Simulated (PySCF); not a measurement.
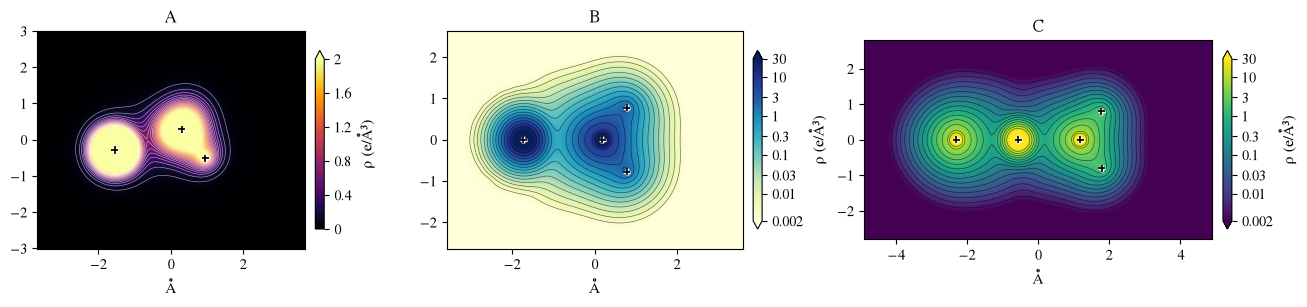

The electron density of 3 systems, each on a plane through atoms (crosses mark nuclei in the plane).

Theory: wB97M-D3(BJ)/def2-TZVPD, SCF density, gas phase (PySCF 2.14.0).

System 1: H₂MgO (charge +2), the molecular plane. Geometry: PBE0-D3(BJ)/def2-TZVPD.

```tsv
atom	x (Å)	y (Å)	z (Å)
Mg	-0.2032	0.2512	-0.1338
O	-1.1100	-0.2997	-1.7237
H	-1.6358	0.2597	-2.3279
H	-1.1449	-1.2009	-2.0990
```

System 2: AlH₄O₂ (charge +3), the plane of atoms Al1, O5 and H7. Geometry: PBE0-D3(BJ)/def2-TZVPD.

```xyz
7

Al    0.0826    1.4433    1.5663
O     0.0502    2.4488    0.1423
H    -0.7315    2.5988   -0.4700
H     0.8114    2.9886   -0.2286
O     0.1128    0.4330    2.9863
H     0.3339   -0.5461    3.0224
H    -0.0750    0.7167    3.9312
```

System 3: H₃NZn (charge +2), the plane of atoms Zn1, N2 and H4. Geometry: PBE0-D3(BJ)/def2-TZVPD.

```yaml
atoms:
  - { symbol: Zn, position_ang: [0.0046, -0.7254, 0.4686] }
  - { symbol: N, position_ang: [-1.1791, -1.6965, -0.7351] }
  - { symbol: H, position_ang: [-0.7539, -2.5755, -1.0624] }
  - { symbol: H, position_ang: [-2.0691, -1.9421, -0.2789] }
  - { symbol: H, position_ang: [-1.4107, -1.1427, -1.5719] }
```

Question: Which map belongs to which system?

Answer: Panel A is system 3, H₃NZn: the plane holds Zn, N and H. Zn–N (1.95 Å): ρ is about 0.71 e/Å³ halfway. Panel B is system 1, H₂MgO: the plane holds Mg, O and H. Mg–O (1.91 Å): ρ at the midpoint is about 0.49 e/Å³. Panel C is system 2, AlH₄O₂: the plane holds Al, O and H. Al–O (1.74 Å): ρ at the midpoint is about 0.84 e/Å³.
